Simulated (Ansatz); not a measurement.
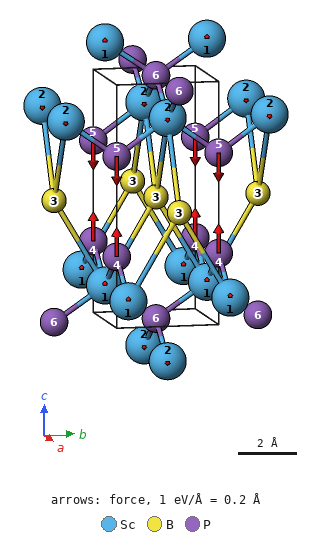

Starting geometry of solid Sc₂BP₃ (a generated structure, set up in P-4m2) (coarse preliminary run) with the computed forces as red arrows. A ball-and-stick model of the cell of the calculation, seen slightly off an axis.

All numbers below come from DFT PBE, scalar-relativistic, plane waves, PAW in Ansatz.

Input file:
```yaml
crystal:
  lattice:
    - [3.63716683, 0.0, 0.0]
    - [0.0, 3.63716683, 0.0]
    - [0.0, 0.0, 8.5605944]
  atoms:
    - { symbol: Sc, position: [0.5, 0.0, 0.14330605] }
    - { symbol: Sc, position: [0.0, 0.5, 0.85669395] }
    - { symbol: B, position: [0.5, 0.5, 0.5] }
    - { symbol: P, position: [0.0, 0.0, 0.29333845] }
    - { symbol: P, position: [0.0, 0.0, 0.70666155] }
    - { symbol: P, position: [0.5, 0.5, 0.0] }
basis:
  ecutwfc: 420
kpoints:
  mp_grid: { grid: [6, 6, 2] }
hamiltonian:
  xc: pbe
scf:
  occupations: { method: gaussian, width: 0.1 }
  lower_state_search: "off"
output:
  forces: true
  stress: true
  eigenvalues: true
relax:
  adjacent_minimum: "off"
  f_tol: 0.04
  max_steps: 70
  cell: { stress_tol: 0.4 }
```

Launched with:
```bash
ansatz run input.yaml --threads 1 --pin off --max-ram 2560MiB --backend cpu --events-out ev --progress --plain --runs-dir out
```

### Is this structure relaxed? If not, where do the atoms go?

It isn't relaxed: the largest force vector, on P atoms, is 5.32 eV/Å. The atoms end up moving mostly along the starting forces (cosine between the two patterns 0.94). Over 8 accepted moves (9 points after the start) the energy falls by 1166 meV per atom. The largest force component goes from 5.3 to 0.015 eV/Å. The pressure goes from 30.04 to −0.05 GPa. At 1 point the geometry stayed and the basis and grid were re-selected for the new cell (energy shift of 0.9 meV per atom at most each time). The largest moves relative to the cell, 0.73 Å, are those of P4 and P5. P5 goes along −c. Largest moves by element: P 0.73 Å, Sc 0.41 Å. B stays in place. Cell: a = b 3.637 → 3.875 Å (+6.5 %), c 8.561 → 8.572 Å (+0.1 %). Volume +13.7 %. Near-neighbour distances that change, for instance: P4–P5 3.538 → 2.076 Å, Sc1–P6 2.194 → 2.539 Å, Sc1–P4 2.226 → 2.518 Å, Sc1–B3 3.554 → 3.279 Å. New bonds form: P4–P5 (3.54 → 2.08 Å). Among the angles between lasting bonds that change: P6–Sc1–P6 112.0° → 99.5°, Sc1–P6–Sc1 112.0° → 99.5°, P4–Sc1–P4 109.5° → 100.6°. The space group stays P-4m2 (No. 115). Cost: 30 s on 1 thread of Intel(R) Xeon(R) 6975P-C (Granite Rapids), with other jobs on the host, peak memory 0.44 GiB.
